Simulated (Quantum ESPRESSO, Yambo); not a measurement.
# A GW chain in Yambo: SiO2 (Quartz), part 3 of 3

Wanted: ground state, empty states, screening and self-energy for SiO2 (Quartz).

Quantum ESPRESSO 7.5 and Yambo 5.3.0; LDA and many-body steps on it, plane waves. Known limits of the many-body steps: not at the basis limit; coarse k mesh.

So far. Step 3 (Bands along the symmetry lines): The gap is 5.801 eV, as in the run before at this level. Step 4 (Empty states on the mesh, 3×3×2 mesh, 383 bands): On this mesh the gap is 5.801 eV.

**6. Screening and self-energy, 3×3×2 mesh, 383 bands, screening to 204.1 eV**

Now the one-shot GW correction: screening in the RPA, then the self-energy of the levels asked for.

This step: G0W0 on LDA, plane waves, norm-conserving pseudopotentials.

File gw1.in:

```
HF_and_locXC
gw0
dyson
ppa
em1d
rim_cut
RandQpts= 1000000
RandGvec= 1 RL
EXXRLvcs= 72 Ry
VXCRLvcs= 288 Ry
Chimod= "HARTREE"
% BndsRnXp
 1 | 383 |
%
NGsBlkXp= 15 Ry
% LongDrXp
 1 | 1 | 1 |
%
% GbndRnge
 1 | 383 |
%
DysSolver= "n"
ExtendOut
PPAPntXp= 27.21138 eV
% QPkrange
 5 | 5 | 23 | 26 |
 1 | 1 | 23 | 26 |
%
```

Command:

```sh
> OMP_NUM_THREADS=2 mpirun -n 2 yambo -F gw1.in -J gw1 -C gw1 > gw1.log
```

The log of the run:

```text
 Yambo, version 5.3.0

 [02] CORE Variables Setup
 =========================

  [... cell, symmetries and grids as in the set-up ...]

  [02.05] Energies & Occupations
  ==============================

  [X] === General ===
  [X] Electronic Temperature                        :  0.000000  0.000000 [eV K]
  [X] Bosonic    Temperature                        :  0.000000  0.000000 [eV K]
  [X] Finite Temperature mode                       : no
  [X] El. density                                   :  0.42403E+24 [cm-3]
  [X] Fermi Level                                   :  2.172053 [eV]

  [X] === Gaps and Widths ===
  [X] Conduction Band Min                           :  5.801365 [eV]
  [X] Valence Band Max                              :  0.000000 [eV]
  [X] Filled Bands                                  :  24
  [X] Empty Bands                                   :    25   383
  [X] Direct Gap                                    :  6.125498 [eV]
  [X] Direct Gap localized at k                     :  1
  [X] Indirect Gap                                  :  5.801365 [eV]
  [X] Indirect Gap between kpts                     :   5   1
  [X] Last valence band width                       :  0.596915 [eV]
  [X] 1st conduction band width                     :  3.097078 [eV]

 [03] Transferred momenta grid and indexing
 ==========================================

 IBZ Q-points                                      :   8
 BZ  Q-points                                      :  18

 K/Q-points units:
 rlu = crystal or reduced units; cc = cartesian coordinates; iku = interal k-units

 Q [1]          [rlu]:  0.000000  0.000000  0.000000
 Q [2]          [rlu]:  0.000000  0.000000 -0.500000
 Q [3]          [rlu]:  0.72872E-17  0.33333       0.0000
 Q [4]          [rlu]:  0.72872E-17  0.33333     -0.50000
 Q [5]          [rlu]:  0.333333  0.333333  0.000000
 Q [6]          [rlu]:  0.333333  0.333333 -0.500000
 Q [7]          [rlu]: -0.333333  0.333333  0.000000
 Q [8]          [rlu]: -0.333333  0.333333 -0.500000

 [04] Coloumb potential Random Integration (RIM)
 ===============================================

  [04.01] RIM initialization
  ==========================

  * Diagonal components only detected *

  8 x (sBL volume)        :  0.144317 [a.u.]
  sBZ random points       :  1000000
  Points outside the sBZ  :   7993074
  RL volume               :  0.324712 [a.u.]
  Integrated volume       :  0.324994 [a.u.]

  [04.02] RIM integrals
  =====================

  Gamma point sphere radius             :  0.095146 [a.u.]
  Points outside the sphere             :   799469
  [Int_sBZ(q=0) 1/q^2]*(Vol_sBZ)^(-1/3) =:  7.664728
                                 should be <:  7.795600

  Summary of Coulomb integrals for non-metallic bands |Q|[au] RIM/Bare

  Q [1] 0.100000E-4 0.983212 * Q [7] 0.260336 1.012284
  Q [3] 0.260336 1.012215 * Q [2] 0.307345 1.138708
  Q [8] 0.402785 1.065434 * Q [4] 0.402785 1.065353
  Q [5] 0.450916 1.007191 * Q [6] 0.545698 1.021740

 [05] Dipoles
 ============

  [05.01] Setup: observables and procedures
  =========================================

  [WARNING] [x,Vnl] slows the Dipoles computation. To neglect it rename the ns.kb_pp file

 [06] Dynamic Dielectric Matrix (PPA)
 ====================================

 [WR./gw1//ndb.pp]---------------------------------------------------------------
  Brillouin Zone Q/K grids (IBZ/BZ)                :   8  18   8  18
  RL vectors                                       :   9395 [WF]
  Coulomb cutoff potential                         : none
  Electronic Temperature                           :  0.000000 [K]
  Bosonic    Temperature                           :  0.000000 [K]
  PPA    diel. fun.  energies                      : Slater exchange(X)+Perdew & Wang(C)
  wavefunctions                                    : Slater exchange(X)+Perdew & Wang(C)
  Global Gauge                                     : length
  X matrix size                                    :   775
  X band range                                     :     1   383
  X e/h energy range                               : -1.000000 -1.000000 [eV]
  X Time ordering                                  : R
  X Hxc Kernel                                     : HARTREE
  X Drude frequency                                :  0.000000  0.000000
  X poles                                          :  100.0000 [o/o]
  RL vectors in the sum                            :   9395
  [r,Vnl] included                                 : yes
  Field direction                                  :  0.577350E-5  0.577350E-5  0.577350E-5
  BZ energy Double Grid                            : no
  BZ energy DbGd points                            : 0
  BZ Q point size factor                           : -1.000000
  X Optical Averaged directions                    : none

 [07] Local Exchange-Correlation + Non-Local Fock
 ================================================

 [VXC] Plane waves :   63145
 [EXS] Plane waves :   7959

 QP @ state[ 1 ] K range:  1  1
 QP @ state[ 1 ] b range:  23  26
 QP @ state[ 2 ] K range:   5   5
 QP @ state[ 2 ] b range:  23  26

 [xc] Functional : Slater exchange(X)+Perdew & Wang(C)
 [xc] LIBXC used to calculate xc functional
  PP Number of Atomic Species                      :  2
  NLCC RL compoments                               :   63145
  PP Number of Atomic Species                      :  2
  NLCC RL compoments                               :   63145

 [xc] E_xc :  -24.88627 [Ha]
      E_xc :  -49.77254 [Ry]

  Local XC kind (lXC) : Slater exchange(X)+Perdew & Wang(C)
  Non-Local XC kind (nlXC) : Hartree-Fock

  Corrections @ K [1] :  [eV]
 <23|nlXC|23> = -25.06674 -0.10024E-16 <23|lXC|23> = -19.28076 -0.37763E-15
 <24|nlXC|24> = -25.06523 -0.13062E-17 <24|lXC|24> = -19.28076  0.18882E-15
 <25|nlXC|25> = -6.490484 -0.21283E-17 <25|lXC|25> = -11.30930  0.000000
 <26|nlXC|26> = -5.316477 -0.42534E-19 <26|lXC|26> = -10.83373 -0.18882E-15

  Corrections @ K [5] :  [eV]
 <23|nlXC|23> = -25.37676 -0.94043E-17 <23|lXC|23> = -19.49812 -0.18882E-15
 <24|nlXC|24> = -25.61633 -0.75915E-17 <24|lXC|24> = -19.84005  0.23602E-15
 <25|nlXC|25> = -7.118706 -0.13403E-17 <25|lXC|25> = -12.56942  0.000000
 <26|nlXC|26> = -7.117993  0.68416E-18 <26|lXC|26> = -12.56942 -0.94408E-16

 [08] Dyson equation: Newton solver
 ==================================

  [08.01] G0W0 (W PPA)
  ====================

  [  GW  ] Bands range     :     1   383
  [GW/PPA] G damping       :  0.100000 [eV]

  QP @ state[ 1 ] K range:  1  1
  QP @ state[ 1 ] b range:  23  26
  QP @ state[ 2 ] K range:   5   5
  QP @ state[ 2 ] b range:  23  26

   Sc/G bands                                       :     1   383
   Sc/G damping                                     :  0.100000 ev
   Sc bands terminator                              : no
   Sx RL components                                 :   7959

   QP @ state[ 1 ] K range                          :  1  1
   QP @ state[ 1 ] b range                          :  23  26
   QP @ state[ 2 ] K range                          :   5   5
   QP @ state[ 2 ] b range                          :  23  26
   GF energies kind                                 : Slater exchange(X)+Perdew & Wang(C)
   GF WF`s kind                                     : Slater exchange(X)+Perdew & Wang(C)
   Xs energies kind                                 : Slater exchange(X)+Perdew & Wang(C)
   Xs WF`s kind                                     : Slater exchange(X)+Perdew & Wang(C)

 [11] Game Over & Game summary
```

It took 25 min on 2 MPI ranks of Arm Neoverse V1, shared host; peak memory 1.7 GiB; 1.6 h of CPU time.

This step gave:

```
G0W0 gap on the points computed              : 8.910 eV
starting gap on the mesh                     : 5.801 eV
k of the valence top                         : 0.3333, 0.3333, 0
k of the conduction bottom                   : 0, 0, 0
least direct G0W0 gap on the computed points : 9.277 eV
Z at the valence top                         : 0.8146
Z at the conduction bottom                   : 0.8682
```

The gap on the mesh goes from 5.80 eV to 8.91 eV, a correction of +3.11 eV.

Limits: finite bands, cutoff and mesh; coarse k mesh. v1 is the top filled band, c1 the lowest empty one. Levels before and after the correction, in eV, zero at the valence-band top of each column:

```csv
,conduction bottom,valence top
Kohn-Sham,5.80,0.00
G0W0,8.91,0.00
```

```
                           level  energy (eV)
Kohn-Sham                Γ v2-v1       -0.324
Kohn-Sham                   Γ c1        5.801
Kohn-Sham                   Γ c2        9.038
Kohn-Sham     (0.333 0.333 0) v2       -0.439
Kohn-Sham     (0.333 0.333 0) v1        0.000
Kohn-Sham  (0.333 0.333 0) c1-c2        8.700
     G0W0                Γ v2-v1       -0.368
     G0W0                   Γ c1        8.910
     G0W0                   Γ c2       12.380
     G0W0     (0.333 0.333 0) v2       -0.495
     G0W0     (0.333 0.333 0) v1        0.000
     G0W0  (0.333 0.333 0) c1-c2       12.124
```

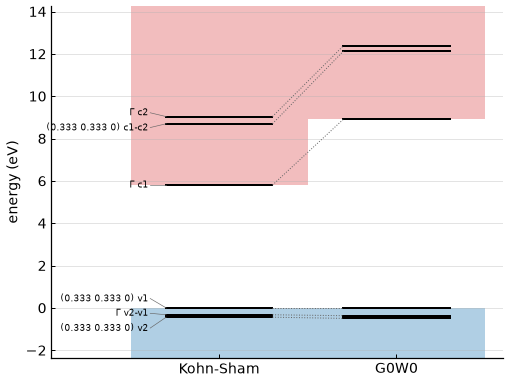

Levels before and after the correction. Shaded: valence and conduction bands.

**7. Where the time went**

Times are wall times on the hardware named with each run, good to a factor of about two.

```csv
step,time,share,memory (GiB)
ground state,95 s,5 %,0.59
bands along the symmetry lines,47 s,3 %,0.38
empty states on the mesh,2 min,7 %,1.3
conversion and set-up,2.7 s,0 %,0.24
screening and self-energy,25 min,85 %,1.7
```

**8. What came out**

* LDA gap: 5.80 eV, indirect
* G0W0 gap on the mesh: 8.91 eV
* GW settings: 3×3×2 mesh, 383 bands, screening to 204.1 eV, Godby-Needs plasmon pole
* known limits: not at the basis limit; coarse k mesh

In words: G0W0 moves the gap on the mesh from 5.80 eV to 8.91 eV (+3.11 eV), with Z of 0.81 and 0.87 at the edges. Only 2 of the mesh's irreducible points were corrected, so a valley elsewhere could overtake. The dearest step here is «screening and self-energy». Bands and cutoff are finite, so the gap is not at the basis limit. The miss can reach some tenths of an eV and take either sign; the mesh is an error of its own. In the G0W0 run levels were corrected at 2 k points alone, so a gap called «on the mesh» is the least over those, and an edge elsewhere would be missed. The 3×3×2 mesh is coarse for this cell, which bears on the long-range parts of exchange and screening.

[Paths, hosts, dates, memory and timing lines, banners, echoed tables and standing remarks are left out of the program output.]

[Logs are printed without paths, hosts, clocks, repeated set-up lines and the standing remarks that a program may print on its own settings, such as how far it seeks lower states.]

[Runs of the session that timed out or met a known fault of the program may be left out.]

[Hosts, paths, dates, database ids (printed as entryN), source tags and the programs' standing remarks are cut or masked in the printed files.]
